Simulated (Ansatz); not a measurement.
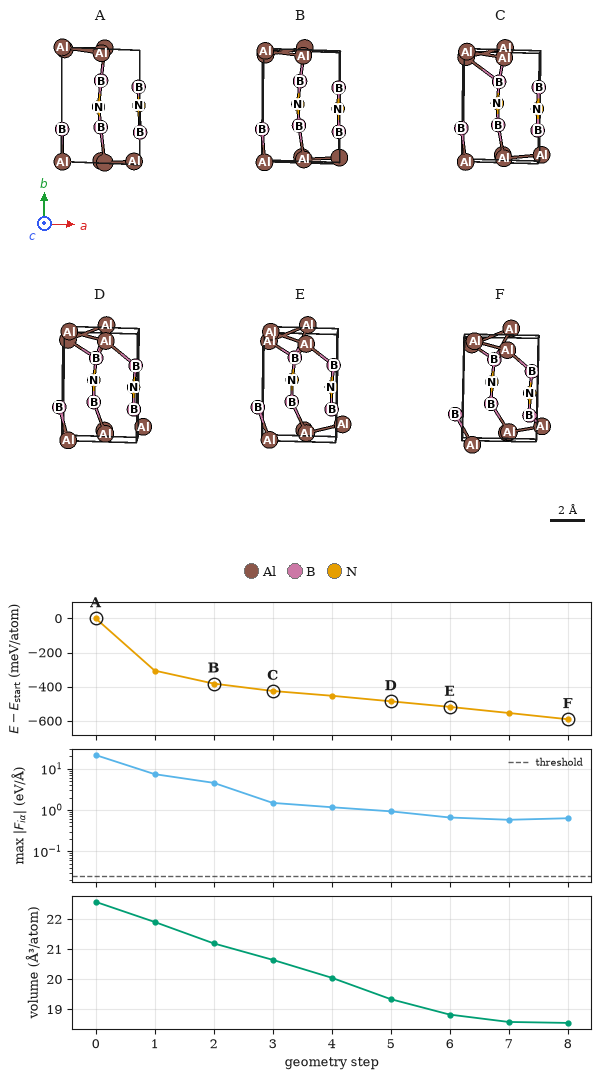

Frames of a relaxation of crystalline Al$_{3}$B$_{2}$N (a generated structure, set up in P1) (coarse preliminary run), marked on the history of the run. The picture is a ball-and-stick view of the cell of the calculation, seen along the c axis.

These are results of Ansatz, DFT PBE, scalar-relativistic, plane waves, PAW, not measurements. (plane-wave cutoff 420 eV; k-point mesh 6 × 4 × 4; occupations gaussian; smearing width 0.2 eV; no spin polarisation; cell and atoms relaxed; force threshold 0.025 eV/Å; at most 60 steps)

**What happens along the run?**

The run was cut off at its time limit before the relaxation converged, so the last structure is only a point on the way. The energy falls by 590 meV per atom in 8 geometry steps. Largest force component: 21 eV/Å at the start, 0.63 eV/Å at the end. The pressure goes from 1.22 to 0.44 GPa. The largest move relative to the cell is that of an Al atom, 0.94 Å roughly along [3 2 0]. By element the largest moves are Al 0.94 Å, N 0.74 Å, B 0.68 Å. Cell: a 4.715 → 4.488 Å (−4.8 %), b 6.912 → 6.264 Å (−9.4 %), c 8.320 → 7.932 Å (−4.7 %), α 89.0° → 86.4°, β 90.9° → 90.3°, γ 92.4° → 89.9°. Volume −17.8 %. Among the contacts that change: Al–B 3.552 → 2.160 Å, Al–B 3.348 → 2.222 Å, Al–B 3.303 → 2.230 Å, Al–B 3.165 → 2.205 Å. New bonds form: Al–B (3.30 → 2.23 Å), Al–B (3.35 → 2.22 Å). Bond angles that change, for instance: B–Al–B 176.6° → 114.7°, B–Al–B 158.8° → 112.6°, Al–Al–B 106.4° → 150.7°. The space group stays P1 (No. 1). Cost: 6 min on 1 thread of Arm Neoverse V2, on a shared host, peak memory 0.64 GiB. From step 0 to 2: an Al atom moves most (0.38 Å), volume −6.1 %, energy −382 meV per atom. From step 2 to 3: an Al atom moves most (0.19 Å), volume −2.6 %, energy −43.2 meV per atom. From step 3 to 5: an Al atom moves most (0.38 Å), volume −6.3 %, energy −60.4 meV per atom. From step 5 to 6: an Al atom moves most (0.19 Å), volume −2.7 %, energy −32.6 meV per atom. From step 6 to 8: a B atom moves most (0.38 Å), volume −1.5 %, energy −72.3 meV per atom.

```tsv
step	E − E(0), meV/atom	largest force component, eV/Å	pressure, GPa	volume, Å³/atom
0	0.00	21.4262	1.22	22.572
1	-305.95	7.3772	-1.11	21.903
2	-381.98	4.5449	-0.64	21.191
3	-425.15	1.4846	0.73	20.644
4	-453.06	1.1661	0.07	20.048
5	-485.55	0.9274	-0.23	19.337
6	-518.16	0.6576	0.17	18.823
7	-553.86	0.5789	0.37	18.578
8	-590.48	0.6299	0.44	18.546
```
